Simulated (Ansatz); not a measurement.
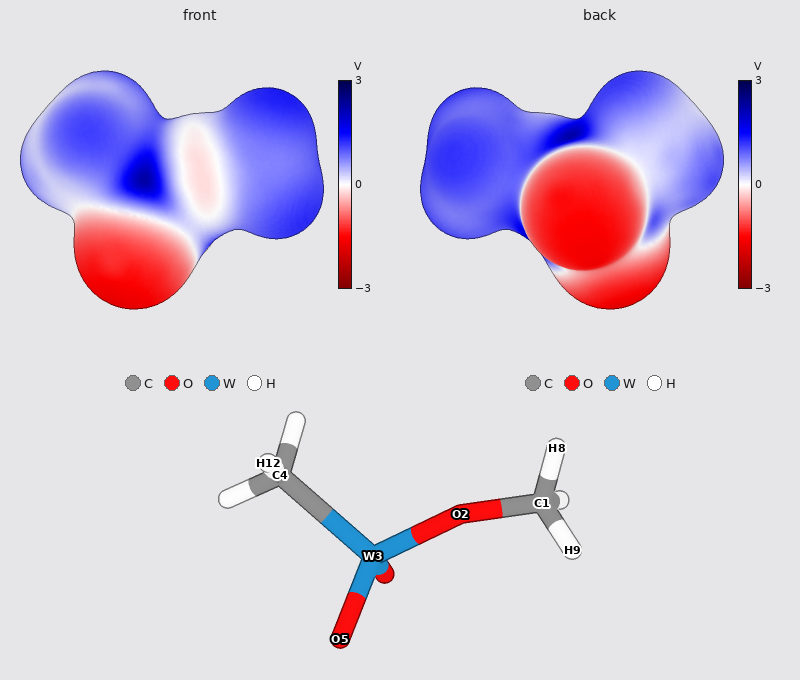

Figure. C2H6O3W (SMILES C[O][W]([CH3])(=[O])=[O]). The electrostatic potential painted on the density surface at 0.002 e/bohr³, seen from the front and from behind; the colour scale runs from red (negative) to blue (positive). The bare structure is drawn below in the same view.

Geometry: PBE0-D4/def2-TZVP; core potentials replace the inner electrons of W.

All numbers below come from RKS PBE0-D4/def2-TZVPP in Ansatz.

The calculation's input:

```
crystal:
  periodic: [false, false, false]
  atoms:
    - {symbol: C, position_ang: [-0.648703, -0.711836, 2.181751]}
    - {symbol: O, position_ang: [0.073254, -0.307688, 1.046003]}
    - {symbol: W, position_ang: [0.155817, 0.898784, -0.361834]}
    - {symbol: C, position_ang: [0.648275, -0.148882, -2.129711]}
    - {symbol: O, position_ang: [1.382429, 2.070596, -0.166336]}
    - {symbol: O, position_ang: [-1.328521, 1.675721, -0.682335]}
    - {symbol: H, position_ang: [-1.709896, -0.473667, 2.074364]}
    - {symbol: H, position_ang: [-0.531785, -1.790875, 2.301294]}
    - {symbol: H, position_ang: [-0.250505, -0.211600, 3.067589]}
    - {symbol: H, position_ang: [0.713017, 0.540888, -2.974110]}
    - {symbol: H, position_ang: [-0.119076, -0.896989, -2.347496]}
    - {symbol: H, position_ang: [1.615695, -0.644444, -2.009179]}
basis:
  gaussian: {orbitals: def2-TZVPP}
hamiltonian: {xc: pbe0, dispersion: d4}
output: {orbitals: {seedname: orbitals}}
```

Command:

```sh
ansatz run in.yaml --threads 4 --pin off --events-out ev --progress --plain --max-ram 11315MiB
```

### Which sites attract a positive test charge, and which a negative one?

A positive charge is drawn to the negative regions and a negative charge to the positive ones. The most negative region (about −1.6 V) lies over O5, the most positive (about +2.0 V) over W3. O5 is the likeliest acceptor of a hydrogen bond.
